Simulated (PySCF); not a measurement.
SMILES [OH+]=[Sn] (charge +1), PBE0/def2-SVP optimised geometry. Atoms within 1.6 Å of the plane z = 0.0 Å (x, y, z in Å): O1 (-0.46, 0.00, 0.00), Sn2 (1.43, 0.00, 0.00), H3 (-1.43, 0.00, 0.00).

Computed with PBE0/def2-TZVP, def2 effective core potentials past Kr (PySCF). The core electrons that the potentials of Sn replace are not part of the density. Cells within 0.4 Å of a nucleus heavier than hydrogen are left out (blank, or x).

Map of the electrostatic potential (hartree/e), clipped to [0.09, 0.67] on the plane z = 0.0 Å:

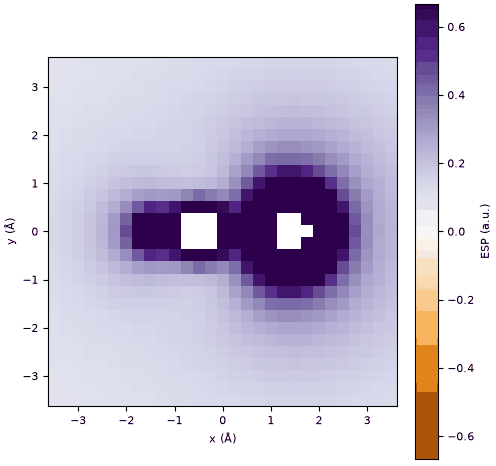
Electrostatic potential (hartree/e), clipped to [0.09, 0.67] on the plane z = 0.0 Å.
